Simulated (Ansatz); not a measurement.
Response to strain in Be2Si

The reference is Be2Si (space group Fm-3m, No. 225; a model cell, its experimental status unchecked; relaxed with 0.1 eV smearing).

```
Be2Si
1.0
    0.00000     2.64182     2.64182
    2.64182     0.00000     2.64182
    2.64182     2.64182     0.00000
Si Be
1 2
Direct
  0.00000   0.00000   0.00000
  0.25000   0.25000   0.25000
  0.75000   0.75000   0.75000
```

Cartesian axes are those of the cell as printed.

Strains are applied to the cell and any free atomic positions relax; under biaxial strain the out-of-plane vector relaxes too.

Level of theory: plane-wave PAW DFT at the PBE level (Ansatz, an electronic-structure program, 420 eV), no SOC.

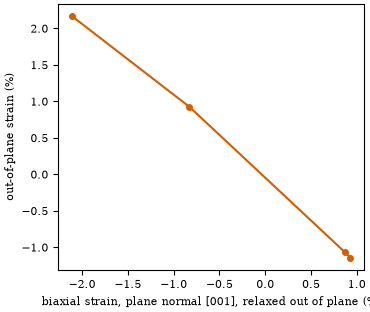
*Out-of-plane strain against biaxial strain, plane normal [001], relaxed out of plane*

Problem. From the plot, what is the out-of-plane strain for biaxial strain −0.83 %, plane normal [001], relaxed out of plane?

Solution. About 0.9 %.

Problem. Is the trend monotonic over the range shown?

Solution. Yes, it falls throughout, spanning -1.14 % to +2.17 %.

Whether these cells are dynamically stable was not tested. The final runs are not spin-polarised.
